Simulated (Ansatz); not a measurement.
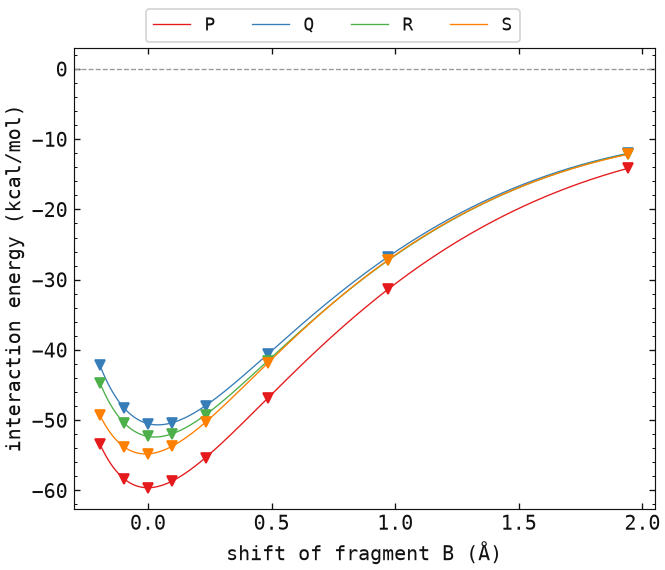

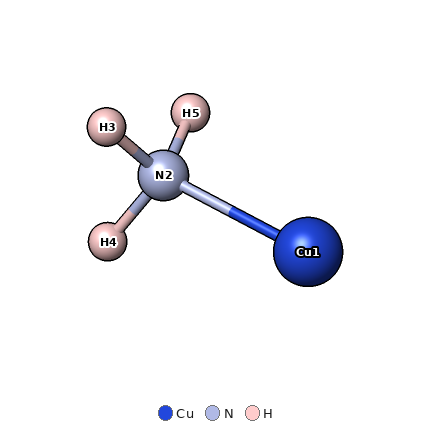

Interaction curve of the pair Cu⁺ (A) and H₃N (B), from the arrangement drawn (closest contact, H···H pairs aside, Cu1···N2 1.94 Å; others can bind more strongly), without the energy that it costs to deform the partners. The Ansatz code 0.2.0, def2-TZVPPD, cores frozen in correlated methods. Fragment B of a pair is moved rigidly from the minimum (PBE0-D4/def2-TZVP) along the line between the fragments' mean atom positions; interaction energies with counterpoise. Choice of cores on heavy atoms: 3s 3p of Cu and Zn frozen. Splines pass through the computed points, which are marked.

The curves are CCSD, CCSD(T), MP2 and PBE0-D4. Which is which?

Answer. P: PBE0-D4 (−53.41 kcal/mol at −0.19 Å); Q: CCSD (−42.20 kcal/mol at −0.19 Å); R: CCSD(T) (−44.68 kcal/mol at −0.19 Å); S: MP2 (−49.30 kcal/mol at −0.19 Å).
